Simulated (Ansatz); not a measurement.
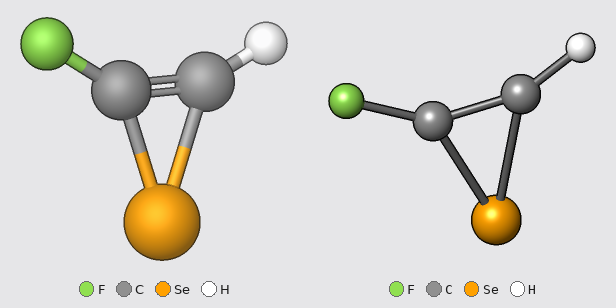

Both panels show the same species.

Count the atoms of each element.

Answer. C₂HFSe, 5 atoms: 2 carbon, 1 hydrogen, 1 fluorine and 1 selenium.

How many sets of symmetry-equivalent atoms are there?

Answer. 5: 1 F, 1 C, 1 C, 1 Se, 1 H.

The parts below concern this one geometry. Atoms keep their numbers from picture to picture. The computed structure is the end point of a PBE0-D4/def2-TZVP optimisation.

### Geometry

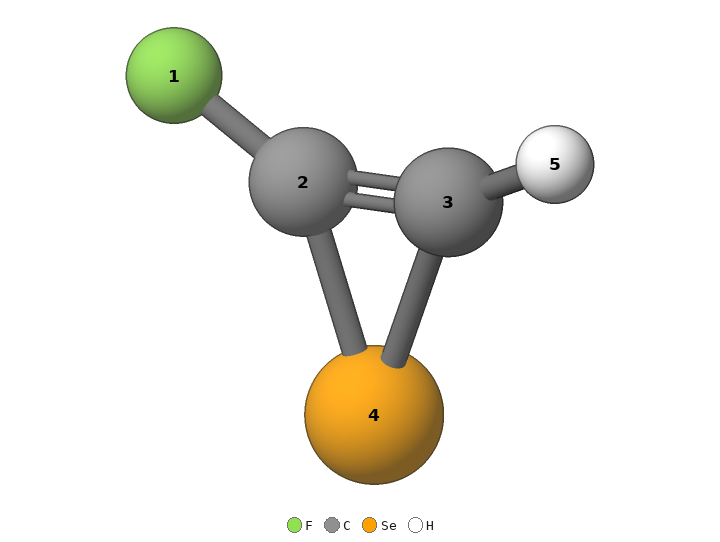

The atoms are numbered.

List the bonds and their lengths.

```
  bond  length (Å)   order
 F1–C2       1.295  single
 C2–C3       1.273  double
C2–Se4       1.914  single
C3–Se4       2.039  single
 C3–H5       1.073  single
```

### Dipole moment

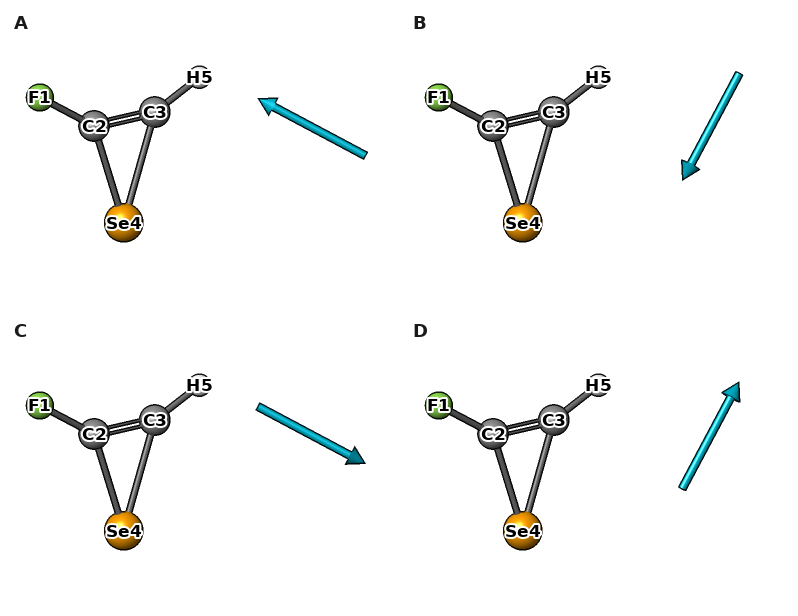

The same molecule four times, each with an arrow. Level of theory: RKS PBE-D4/def2-TZVPP (Ansatz 0.2.0).

Which arrow points along the dipole moment, from the negative to the positive end?

Answer. D. The dipole moment is 1.49 D; it points from the side of Se4 to the side of H5 (the outermost atoms at the two ends).

### Thermal motion

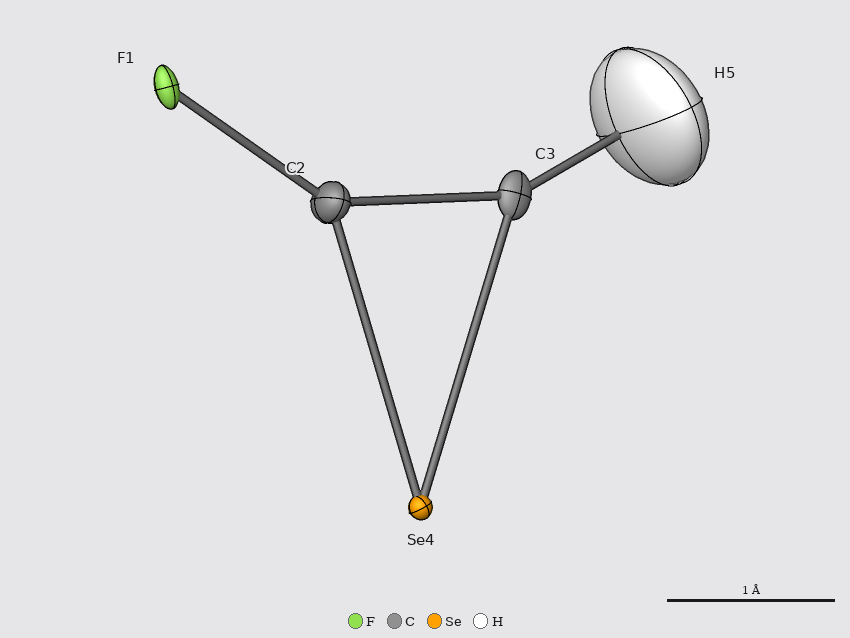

Displacement ellipsoids at the 50 % level, enlarged 2 times, from the internal vibrations of the free molecule (harmonic, no overall translation or rotation; no half-axis is drawn under 0.075 Å). Vibrations computed with RKS PBE0-D4/def2-TZVP (Ansatz 0.2.0). Temperature: 100 K.

List U_eq and the three principal root-mean-square amplitudes for each kind of atom.

```json
{"atom": "F1", "U_eq (Å²)": "0.00090", "rms amplitudes (Å)": "0.017, 0.023, 0.044"}
{"atom": "C2", "U_eq (Å²)": "0.0019", "rms amplitudes (Å)": "0.035, 0.041, 0.052"}
{"atom": "C3", "U_eq (Å²)": "0.0014", "rms amplitudes (Å)": "0.024, 0.036, 0.049"}
{"atom": "Se4", "U_eq (Å²)": "0.00009", "rms amplitudes (Å)": "0.002, 0.007, 0.014"}
{"atom": "H5", "U_eq (Å²)": "0.0183", "rms amplitudes (Å)": "0.081, 0.144, 0.166"}
```

### Charges

The questions are on Mulliken charges. Level of theory: RKS PBE0-D4/def2-TZVP (Ansatz 0.2.0).

Give the Mulliken charges atom by atom.

```csv
atom,value (e)
F1,−0.12
C2,0.15
C3,−0.16
Se4,−0.07
H5,0.20
```

Mulliken values depend strongly on the basis set and can even reverse the polarity of a bond.
